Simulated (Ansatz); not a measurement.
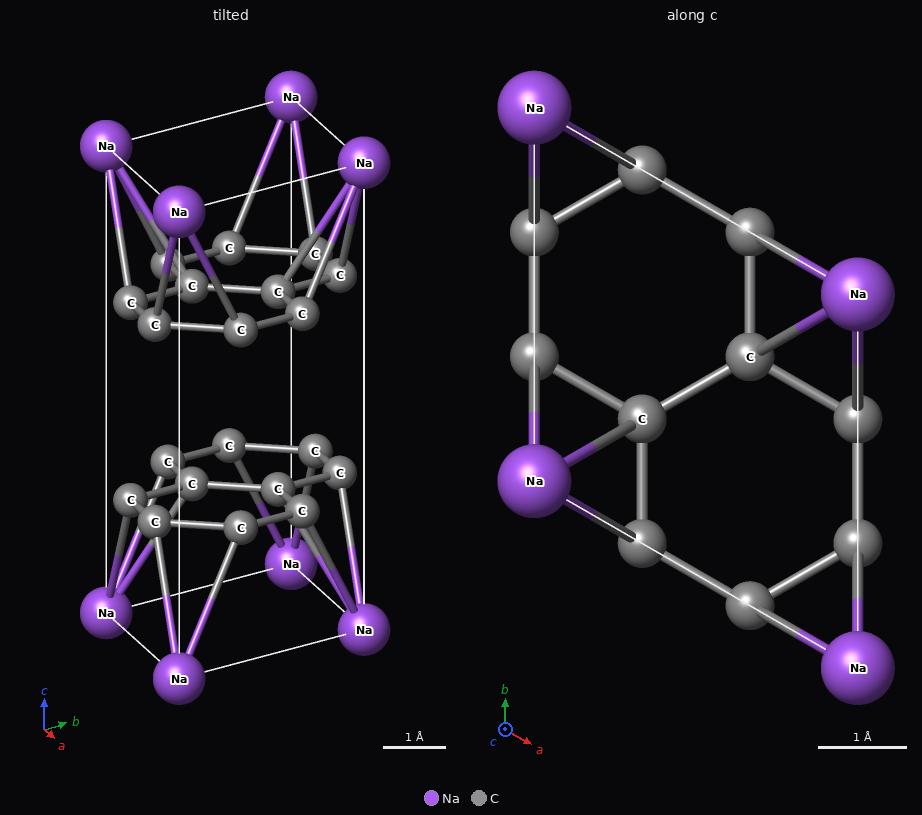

The crystal in a ball-and-stick representation, seen slightly off an axis and along the c axis. The parallelepiped is the conventional unit cell.

NaC12, space group P6/mmm (No. 191), a = 4.292 Å, b = 4.292 Å, c = 7.801 Å, α = 90.00°, β = 90.00°, γ = 120.00°. Origin of the cell: a structure type filled with these elements by a generator (whether the compound takes this form wasn't checked). Earlier steps of the study, as a rule a relaxation of our own, may have changed the cell and positions, so they can lie some per cent off the listed ones. A calculation with Ansatz used it as input.

This one geometry was computed with Ansatz (DFT, plane waves, PAW) at three levels of theory: PBE+D3(BJ), PBEsol and r2SCAN.

### How does the band gap change with the level of theory?

All levels give a metal.

### Collect the results in a table.

| level | cutoff (eV) | k-mesh of the run's cell | gap (eV) | pressure (GPa) |
| --- | --- | --- | --- | --- |
| PBE+D3(BJ) | 420 | 12×12×6 | metal | 0.0 |
| PBEsol | 420 | 12×12×6 | metal | -0.7 |
| r2SCAN | 500 | 12×12×6 | metal | -1.4 |

Gaps are taken on the k-mesh or band path of each run.
